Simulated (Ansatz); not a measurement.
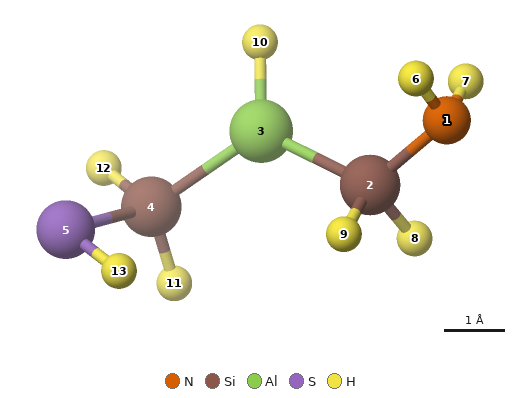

*The starting structure (ball-and-stick view, seen at a tilt; atoms are numbered from 1 in the order of the input). Sticks mark near contacts.*

Bond lengths as drawn: Al–H 1.52 Å, Al–Si 2.33 to 2.34 Å, H–N 1.07 to 1.08 Å, H–S 1.38 Å, H–Si 1.46 to 1.47 Å, N–Si 1.84 Å and S–Si 2.17 Å.

# AlSi2NH8S: nudged elastic band

The run: nudged elastic band of AlSi2NH8S. Method and program: RKS BLYP/STO-3G (Ansatz 0.2.0).

It belongs to a series of runs on one base structure; here: band between the two ends. Figures and captions count atoms from 1; the log counts them from 0 in places.

Input file
```yaml
crystal:
  periodic: [false, false, false]
  atoms:
    - { symbol: "N", position_ang: [-1.08225, 2.739865, 1.383263] }
    - { symbol: Si, position_ang: [-0.896285, 1.398212, 0.143763] }
    - { symbol: Al, position_ang: [0.044075, -0.655279, 0.736687] }
    - { symbol: Si, position_ang: [0.639147, -2.271583, -0.834286] }
    - { symbol: S, position_ang: [2.53678, -1.931314, -1.829916] }
    - { symbol: H, position_ang: [-0.108796, 2.884914, 1.81579] }
    - { symbol: H, position_ang: [-1.596523, 2.303946, 2.220517] }
    - { symbol: H, position_ang: [-2.250426, 1.206525, -0.376143] }
    - { symbol: H, position_ang: [-0.143587, 2.022382, -0.943953] }
    - { symbol: H, position_ang: [0.330934, -0.941179, 2.20275] }
    - { symbol: H, position_ang: [-0.388462, -2.449917, -1.865139] }
    - { symbol: H, position_ang: [0.800215, -3.596513, -0.241075] }
    - { symbol: H, position_ang: [2.135678, -0.744857, -2.397558] }
basis:
  gaussian: { orbitals: STO-3G }
hamiltonian:
  xc: blyp
neb:
  order_check: false
  images: 7
  f_tol: 0.05
  max_iterations: 54
  initial_path: idpp
  final_atoms:
    - { symbol: "N", position_ang: [-0.4809194, 2.42759851, -0.17585454] }
    - { symbol: Si, position_ang: [-0.93528436, 1.256401, 1.160634] }
    - { symbol: Al, position_ang: [-0.50986755, -1.0328697, 0.9701675] }
    - { symbol: Si, position_ang: [0.60918724, -1.98695284, -0.83725756] }
    - { symbol: S, position_ang: [2.55850644, -1.14996516, -1.28973965] }
    - { symbol: H, position_ang: [-0.92910005, 2.05123519, -1.07657026] }
    - { symbol: H, position_ang: [0.55738758, 2.25649567, -0.39220364] }
    - { symbol: H, position_ang: [-0.26669387, 1.79604669, 2.3445211] }
    - { symbol: H, position_ang: [-2.36378836, 1.49322032, 1.36612647] }
    - { symbol: H, position_ang: [-0.97412578, -1.9476798, 2.09226911] }
    - { symbol: H, position_ang: [-0.20921226, -1.92052914, -2.05422846] }
    - { symbol: H, position_ang: [0.88355845, -3.40987668, -0.66075661] }
    - { symbol: H, position_ang: [2.08085194, 0.13207796, -1.43240745] }
```

Launch command:
```bash
ansatz run input.yaml --threads 1 --pin off --max-ram 2048MiB --backend cpu --events-out ev --progress --plain --runs-dir out
```

The program's output
```
Engine: ansatz 0.2.0, aarch64-unknown-linux-gnu
Functional definition: BLYP
  parameter beta = 0.0042
  parameter a = 0.04918
  parameter b = 0.132
  parameter c = 0.2533
  parameter d = 0.349
  exchange = b88_x(beta = beta)
  correlation = lyp_c(a = a, b = b, c = c, d = d)
630 factors; integrals over basis functions are off by at most 1.2e-5 eV
mean field evaluation 1: about -34397.1098 eV, gradient 3.5e1 eV
mean field evaluation 2: about -34333.9878 eV, gradient 1.1e2 eV
mean field evaluation 4: about -34401.2098 eV, gradient 6.2e0 eV
mean field evaluation 8: about -34401.3275 eV, gradient 1.1e-1 eV
mean field -34401.32758528 eV, -1264.2254707016 hartree, gradient 7.5e-5 eV, S^2 0.000000; 0 other end points of the search recorded, 0 dependent functions left out
the calculation of the forces begins
reference -34401.32790616 eV, -1264.2254824938 hartree; 36, 36 occupied and 13, 13 virtual orbitals, 630 factors
631 factors; integrals over basis functions are off by at most 1.8e-5 eV
mean field evaluation 16: about -34397.0929 eV, gradient 3.5e1 eV
mean field -34401.29991131 eV, -1264.2244537021 hartree, gradient 5.6e-5 eV, S^2 0.000000; 0 other end points of the search recorded, 0 dependent functions left out
[... from here on the field's lines of each further geometry are left out, up to the last ...]
NEB iter   1: max|band force component| = 8.457e-1 eV/Å  barrier→ = 0.1807 eV  barrier← = 0.1530 eV  Δτ_max = 0.2000 Å  (212 SCF iters)
NEB iter   2: max|band force component| = 5.261e-1 eV/Å  barrier→ = 0.1322 eV  barrier← = 0.1046 eV  Δτ_max = 0.1345 Å  (170 SCF iters)
NEB iter   3: max|band force component| = 1.858e-1 eV/Å  barrier→ = 0.0581 eV  barrier← = 0.0304 eV  CI = image 5  Δτ_max = 0.0668 Å  (175 SCF iters)
NEB iter   4: max|band force component| = 8.061e-2 eV/Å  barrier→ = 0.0525 eV  barrier← = 0.0248 eV  CI = image 5  Δτ_max = 0.1708 Å  (162 SCF iters)
NEB iter   5: max|band force component| = 7.670e-2 eV/Å  barrier→ = 0.0445 eV  barrier← = 0.0168 eV  CI = image 5  Δτ_max = 0.1307 Å  (158 SCF iters)
NEB iter   6: max|band force component| = 4.914e-2 eV/Å  barrier→ = 0.0418 eV  barrier← = 0.0141 eV  CI = image 5  Δτ_max = 0.0487 Å  (169 SCF iters)
NEB iter   7: max|band force component| = 6.768e-2 eV/Å  barrier→ = 0.0398 eV  barrier← = 0.0122 eV  CI = image 5  Δτ_max = 0.0748 Å  (25 SCF iters)
NEB iter   8: max|band force component| = 5.179e-2 eV/Å  barrier→ = 0.0391 eV  barrier← = 0.0115 eV  CI = image 5  Δτ_max = 0.0738 Å  (170 SCF iters)
NEB iter   9: max|band force component| = 6.785e-2 eV/Å  barrier→ = 0.0388 eV  barrier← = 0.0111 eV  CI = image 5  Δτ_max = 0.0258 Å  (160 SCF iters)
the calculation of the forces begins
reference -34401.29773968 eV, -1264.2243738960 hartree; 36, 36 occupied and 13, 13 virtual orbitals, 632 factors
631 factors; integrals over basis functions are off by at most 1.8e-5 eV
mean field evaluation 640: about -34401.2891 eV, gradient 2.5e-3 eV
mean field -34401.28912278 eV, -1264.2240572308 hartree, gradient 1.4e-5 eV, S^2 0.000000; 1 other end points of the search recorded, 0 dependent functions left out
the calculation of the forces begins
reference -34401.28943542 eV, -1264.2240687204 hartree; 36, 36 occupied and 13, 13 virtual orbitals, 631 factors
NEB iter  10: max|band force component| = 2.438e-2 eV/Å  barrier→ = 0.0385 eV  barrier← = 0.0108 eV  CI = image 5  Δτ_max = 0.0000 Å  (322 SCF iters)
```

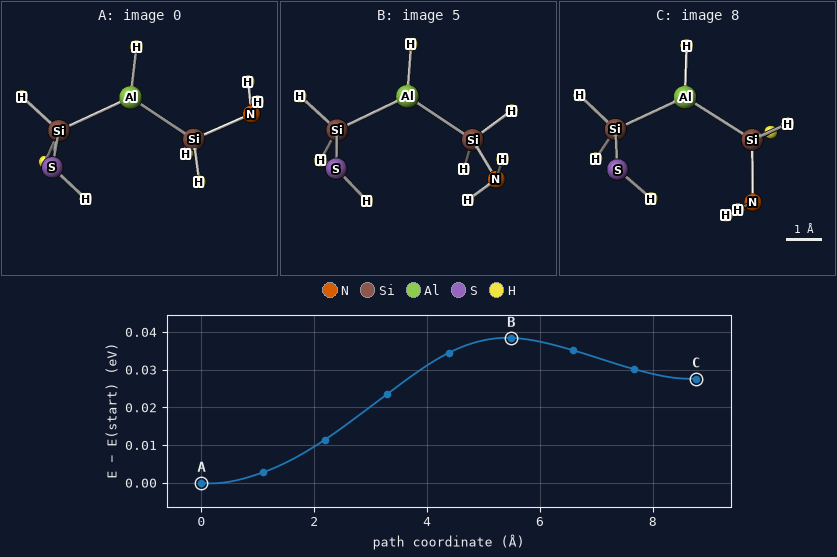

*Images of the last band (counted from 0; ball-and-stick, seen at a tilt) above the energy along the path; the line is a cubic interpolation that uses the forces.*

The highest image is number 5, 0.038 eV above the start and 0.011 eV above the end (the climbing image); the end lies 0.028 eV above the start. The path is 8.76 Å long. The band converged in 10 iterations.

```
Total energy: -34401.28943542 eV, -1264.2240687204 hartree
Atom 0 at    -0.389771     2.563289     0.305779 Å, force     0.010753    -0.006510     0.008648 eV/Å
Atom 1 at    -1.519981     1.170388    -0.099094 Å, force    -0.011184    -0.005560     0.006623 eV/Å
Atom 2 at    -0.901947    -1.013204     0.461488 Å, force     0.006173     0.015138    -0.012994 eV/Å
Atom 3 at     1.011076    -2.030217    -0.396760 Å, force     0.003301    -0.016142     0.021627 eV/Å
Atom 4 at     2.891183    -1.149740     0.240013 Å, force    -0.015405    -0.002759    -0.016934 eV/Å
Atom 5 at     0.578353     2.291077    -0.074543 Å, force    -0.004442     0.000353    -0.003128 eV/Å
Atom 6 at    -0.202131     2.501789     1.362594 Å, force    -0.005094     0.001744    -0.005105 eV/Å
Atom 7 at    -2.786836     1.558451     0.517527 Å, force     0.001789     0.005200    -0.002951 eV/Å
Atom 8 at    -1.722134     1.294306    -1.542534 Å, force    -0.000214     0.004379     0.000683 eV/Å
Atom 9 at    -1.725248    -1.777235     1.485772 Å, force     0.004253    -0.002604    -0.000482 eV/Å
Atom 10 at     1.003672    -2.063842    -1.862904 Å, force     0.004020    -0.001733    -0.001522 eV/Å
Atom 11 at     1.138241    -3.428159     0.005285 Å, force     0.001316    -0.001724    -0.001641 eV/Å
Atom 12 at     2.646024     0.048298    -0.387923 Å, force     0.004733     0.010218     0.007176 eV/Å
Dipole moment:    -0.122746    -0.271969     0.101489 e Å
this run last wrote the band of iteration 10 to [file]; this run last wrote the band within `neb.f_tol` of iteration 6 to [file]
```

The last band as extended XYZ (Å, eV, eV/Å)
```
13
Properties=species:S:1:pos:R:3:forces:R:3 image=0 energy=-34401.32758
N    -1.0822    2.7399    1.3833    0.0078  -0.0080   0.0061
Si   -0.8963    1.3982    0.1438   -0.0055   0.0049   0.0021
Al    0.0441   -0.6553    0.7367    0.0043  -0.0024   0.0105
Si    0.6391   -2.2716   -0.8343    0.0021   0.0006  -0.0048
S     2.5368   -1.9313   -1.8299   -0.0061   0.0111  -0.0028
H    -0.1088    2.8849    1.8158   -0.0128  -0.0029  -0.0053
H    -1.5965    2.3039    2.2205    0.0060   0.0039  -0.0074
H    -2.2504    1.2065   -0.3761    0.0057   0.0011   0.0017
H    -0.1436    2.0224   -0.9440   -0.0020   0.0003   0.0016
H     0.3309   -0.9412    2.2027   -0.0018   0.0014  -0.0121
H    -0.3885   -2.4499   -1.8651   -0.0007   0.0003   0.0027
H     0.8002   -3.5965   -0.2411   -0.0006   0.0016   0.0002
H     2.1357   -0.7449   -2.3976    0.0036  -0.0119   0.0076
13
Properties=species:S:1:pos:R:3:forces:R:3 image=1 energy=-34401.32477
N    -0.9645    2.7658    1.2367   -0.0016   0.0045   0.0004
Si   -1.0636    1.3313    0.0948    0.0006   0.0016   0.0005
Al   -0.1709   -0.7335    0.7209   -0.0021  -0.0025  -0.0035
Si    0.7127   -2.2509   -0.8113    0.0006  -0.0011  -0.0022
S     2.7345   -1.8041   -1.4603    0.0027  -0.0014  -0.0017
H     0.0771    2.8909    1.4704    0.0003   0.0003   0.0022
H    -1.3306    2.4206    2.1862   -0.0023  -0.0024   0.0007
H    -2.4947    1.1940   -0.1779    0.0003  -0.0028  -0.0015
H    -0.4727    1.8285   -1.1463    0.0023  -0.0003   0.0007
H    -0.0919   -1.0796    2.1991    0.0035   0.0029   0.0000
H    -0.1257   -2.3968   -2.0054   -0.0023   0.0007   0.0022
H     0.8213   -3.6025   -0.2688   -0.0017   0.0008   0.0017
H     2.3895   -0.5984   -2.0233   -0.0003  -0.0003   0.0004
13
Properties=species:S:1:pos:R:3:forces:R:3 image=2 energy=-34401.31608
N    -0.8160    2.7531    1.0597   -0.0007  -0.0036  -0.0009
Si   -1.2169    1.2763    0.0409    0.0029   0.0085   0.0022
Al   -0.3872   -0.8107    0.6803   -0.0048  -0.0053  -0.0035
Si    0.7873   -2.2145   -0.7611    0.0048  -0.0024  -0.0062
S     2.8622   -1.6522   -1.0597    0.0042   0.0002  -0.0026
H     0.2570    2.7978    1.1112   -0.0016   0.0035   0.0038
H    -1.0429    2.4880    2.0764   -0.0040  -0.0002   0.0006
H    -2.6795    1.2535    0.0115   -0.0006  -0.0049  -0.0026
H    -0.7995    1.6586   -1.3063    0.0042   0.0006   0.0005
H    -0.5270   -1.2307    2.1345    0.0064   0.0038   0.0011
H     0.1555   -2.3296   -2.0791   -0.0050  -0.0001   0.0025
H     0.8762   -3.5878   -0.2723   -0.0053   0.0010   0.0047
H     2.5513   -0.4366   -1.6214   -0.0006  -0.0011   0.0004
13
Properties=species:S:1:pos:R:3:forces:R:3 image=3 energy=-34401.30400
N    -0.6525    2.7059    0.8468    0.0007  -0.0151   0.0004
Si   -1.3474    1.2333   -0.0111    0.0061   0.0149  -0.0008
Al   -0.5917   -0.8841    0.6222   -0.0072  -0.0080  -0.0026
Si    0.8605   -2.1608   -0.6772    0.0094  -0.0041  -0.0083
S     2.9232   -1.4850   -0.6391    0.0033   0.0028  -0.0028
H     0.4156    2.6369    0.7413   -0.0033   0.0066   0.0041
H    -0.7511    2.5142    1.9002   -0.0043   0.0036  -0.0013
H    -2.7908    1.3596    0.1867   -0.0010  -0.0071  -0.0017
H    -1.1125    1.5136   -1.4259    0.0044   0.0035  -0.0002
H    -0.9619   -1.4027    2.0020    0.0075   0.0035   0.0041
H     0.4402   -2.2447   -2.0794   -0.0060  -0.0010   0.0016
H     0.9530   -3.5495   -0.2349   -0.0088   0.0010   0.0060
H     2.6357   -0.2713   -1.2170   -0.0009  -0.0006   0.0015
13
Properties=species:S:1:pos:R:3:forces:R:3 image=4 energy=-34401.29303
N    -0.5035    2.6395    0.5910   -0.0027  -0.0233   0.0026
Si   -1.4501    1.1999   -0.0580    0.0058   0.0187  -0.0001
Al   -0.7682   -0.9509    0.5502   -0.0023  -0.0070  -0.0078
Si    0.9373   -2.0946   -0.5512    0.0032  -0.0076  -0.0067
S     2.9342   -1.3168   -0.2049    0.0045   0.0046  -0.0011
H     0.5286    2.4543    0.3515   -0.0019   0.0067   0.0024
H    -0.4739    2.5210    1.6594   -0.0008   0.0060  -0.0033
H    -2.8257    1.4737    0.3533   -0.0026  -0.0066  -0.0008
H    -1.4202    1.3898   -1.5073    0.0039   0.0042   0.0002
H    -1.3796   -1.5952    1.7836    0.0051   0.0048   0.0060
H     0.7244   -2.1522   -2.0010   -0.0036  -0.0019   0.0019
H     1.0435   -3.4910   -0.1375   -0.0055   0.0012   0.0035
H     2.6738   -0.1125   -0.8144   -0.0033   0.0002   0.0031
13
Properties=species:S:1:pos:R:3:forces:R:3 image=5 energy=-34401.28912
N    -0.3898    2.5633    0.3058    0.0108  -0.0065   0.0086
Si   -1.5200    1.1704   -0.0991   -0.0112  -0.0056   0.0066
Al   -0.9019   -1.0132    0.4615    0.0062   0.0151  -0.0130
Si    1.0111   -2.0302   -0.3968    0.0033  -0.0161   0.0216
S     2.8912   -1.1497    0.2400   -0.0154  -0.0028  -0.0169
H     0.5784    2.2911   -0.0745   -0.0044   0.0004  -0.0031
H    -0.2021    2.5018    1.3626   -0.0051   0.0017  -0.0051
H    -2.7868    1.5585    0.5175    0.0018   0.0052  -0.0030
H    -1.7221    1.2943   -1.5425   -0.0002   0.0044   0.0007
H    -1.7252   -1.7772    1.4858    0.0043  -0.0026  -0.0005
H     1.0037   -2.0638   -1.8629    0.0040  -0.0017  -0.0015
H     1.1382   -3.4282    0.0053    0.0013  -0.0017  -0.0016
H     2.6460    0.0483   -0.3879    0.0047   0.0102   0.0072
13
Properties=species:S:1:pos:R:3:forces:R:3 image=6 energy=-34401.29237
N    -0.3287    2.4946   -0.0126   -0.0141  -0.0072   0.0144
Si   -1.5727    1.1476   -0.1320    0.0176   0.0217  -0.0064
Al   -0.9782   -1.0572    0.3631   -0.0127  -0.0101  -0.0220
Si    1.0860   -1.9719   -0.2163    0.0245  -0.0062   0.0078
S     2.8240   -1.0249    0.6744    0.0009   0.0070  -0.0020
H     0.5550    2.1437   -0.5135    0.0005  -0.0060  -0.0087
H     0.0156    2.4903    1.0054    0.0089   0.0069  -0.0030
H    -2.6799    1.6257    0.6932   -0.0015  -0.0135   0.0050
H    -2.0448    1.2241   -1.5152    0.0000   0.0027   0.0009
H    -1.9667   -1.9364    1.1121    0.0027   0.0013   0.0072
H     1.2799   -1.9788   -1.6704   -0.0098  -0.0032  -0.0028
H     1.2252   -3.3703    0.1802   -0.0125   0.0022   0.0031
H     2.6059    0.1785    0.0462   -0.0045   0.0043   0.0066
13
Properties=species:S:1:pos:R:3:forces:R:3 image=7 energy=-34401.29743
N    -0.3221    2.4479   -0.3139   -0.0111   0.0079   0.0019
Si   -1.5932    1.1331   -0.1703    0.0098   0.0070  -0.0021
Al   -1.0031   -1.0880    0.2513   -0.0059  -0.0037  -0.0121
Si    1.1508   -1.9320   -0.0344    0.0108  -0.0019   0.0049
S     2.7183   -0.9520    1.1012    0.0002   0.0028   0.0009
H     0.4191    2.0871   -1.0023    0.0017  -0.0063  -0.0048
H     0.2391    2.4278    0.6015    0.0084  -0.0010   0.0028
H    -2.5078    1.6419    0.8505   -0.0011  -0.0061   0.0033
H    -2.3249    1.2105   -1.4352   -0.0009  -0.0002   0.0008
H    -2.0828   -2.0378    0.7448    0.0009  -0.0002   0.0037
H     1.5415   -1.9129   -1.4488   -0.0044  -0.0018  -0.0027
H     1.2734   -3.3321    0.3606   -0.0056   0.0004   0.0009
H     2.5121    0.2717    0.5097   -0.0029   0.0032   0.0026
13
Properties=species:S:1:pos:R:3:forces:R:3 image=8 energy=-34401.29991
N    -0.3011    2.3008   -0.8778    0.0010   0.0070  -0.0016
Si   -1.0548    1.5236    0.6028    0.0007  -0.0034   0.0010
Al   -0.7340   -0.7394    1.0866   -0.0005   0.0004  -0.0002
Si    0.6353   -2.1422   -0.1730   -0.0012  -0.0021  -0.0002
S     2.6789   -1.4691   -0.4482   -0.0035   0.0130  -0.0065
H    -0.6009    1.7059   -1.7205    0.0004  -0.0023   0.0006
H     0.7476    2.0703   -0.8436   -0.0013  -0.0023   0.0005
H    -0.5802    2.3483    1.7139   -0.0009   0.0001   0.0007
H    -2.4810    1.8180    0.4679    0.0004   0.0007  -0.0008
H    -1.4441   -1.3251    2.2966    0.0001   0.0000   0.0005
H     0.0542   -2.3893   -1.4984    0.0010   0.0005   0.0005
H     0.7915   -3.4718    0.4092   -0.0002   0.0003   0.0008
H     2.3090   -0.2649   -1.0007    0.0039  -0.0119   0.0048
```

Summary

| quantity | value |
| --- | --- |
| outcome | converged |
| barrier, forward | 0.038 eV |
| barrier, backward | 0.011 eV |
| hardware | 1 thread of Arm Neoverse V2, 24 GiB of memory available, shared host |
| wall time | 2.9 min |
| peak memory | 0.1 GiB |

The order of the saddle point was not checked.
